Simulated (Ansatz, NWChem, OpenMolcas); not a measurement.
## A ladder of methods for PN (phosphorus nitride)

The species is PN (2 atoms), meant as a singlet with charge 0. As SMILES, `N#P`. The bond length is the measured one.

```xyz
2

N     0.0000    0.0000    0.0000
P     0.0000    0.0000    1.4909
```

Quantity: the electronic atomisation energy, in eV. The values are calculated. Electronic energies at fixed atoms, without zero-point motion or spin-orbit coupling.

```
                level                    kind     program  value (eV)  less CCSD(T)/aug-cc-pVTZ  CPU time (all runs)
     BLYP/aug-cc-pVTZ                     GGA      Ansatz        6.71                     +0.88                4.3 s
   revPBE/aug-cc-pVTZ                     GGA  OpenMolcas        6.32                     +0.49                 26 s
   r2SCAN/aug-cc-pVTZ                meta-GGA      NWChem        5.92                     +0.09                 65 s
    B3LYP/aug-cc-pVTZ           global hybrid      NWChem        6.22                     +0.39                 54 s
   M06-2X/aug-cc-pVTZ         hybrid meta-GGA  OpenMolcas        6.14                     +0.31                 32 s
CAM-B3LYP/aug-cc-pVTZ  range-separated hybrid      Ansatz        6.07                     +0.24                4.8 s
 RPA@PBE0/aug-cc-pVTZ                     RPA      Ansatz        5.59                     -0.24                5.8 s
  CCSD(T)/aug-cc-pVTZ   coupled cluster or CI      NWChem        5.83                      0.00              5.3 min
           FCI/STO-3G      exact in the basis      Ansatz        4.86                     -0.97               0.17 s
```

CCSD(T)/aug-cc-pVTZ is the highest level here, not the true value. The values span 4.86 to 6.71 eV. High-level rows in very small sets aren't better than simpler rows in larger ones. CPU times are rough (shared hosts, several kinds of processor): they show what a rung costs within a factor of a few.

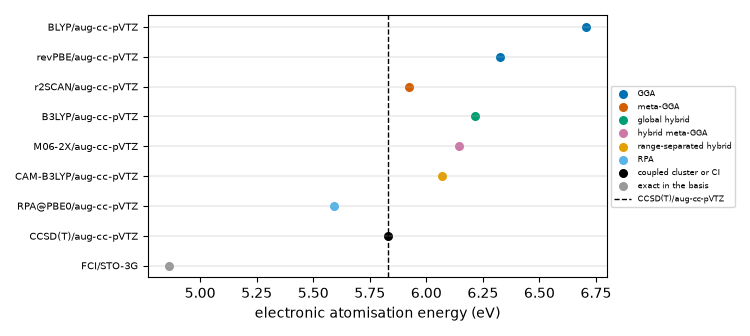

The values of the table, level by level.
